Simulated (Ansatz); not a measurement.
# Direct or indirect: LiF (Fm-3m)

```
F Li
1.0
     0.00000    2.01400    2.01400
     2.01400    0.00000    2.01400
     2.01400    2.01400    0.00000
F Li
1 1
Direct
  0.50000 0.50000 0.50000
  0.00000 0.00000 0.00000
```

Method: Ansatz, PBE, independent particles, without spin-orbit coupling, line width 0.15 eV (Gaussian). The band structure gives a fundamental gap of 9.09 eV. The spectrum of vertical transitions near the edge:

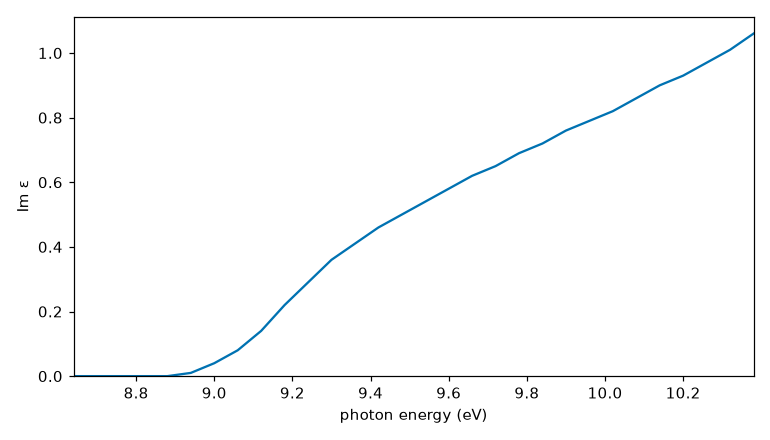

Question: Is the gap direct or indirect, and about where do vertical transitions set in?

Answer: Direct: the band path has its least direct gap at the fundamental one, 9.09 eV, and the curves rise from there. Lines are broadened by 0.15 eV, which spreads the edge.

[Logs are printed without paths, hosts, clocks, repeated set-up lines and the standing remarks that a program may print on its own settings, such as how far it seeks lower states.]
